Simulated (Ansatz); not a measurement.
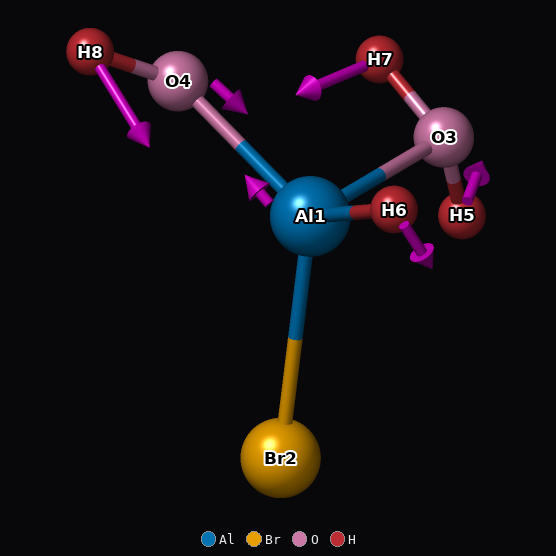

The arrows show one normal mode. Harmonic vibrations computed with RKS PBE0-D4/def2-TZVP (Ansatz 0.2.0) at a stationary point of the same level.

**Estimate its harmonic wavenumber.**

828 cm⁻¹; it is mode 13 of 18 counted from the lowest.
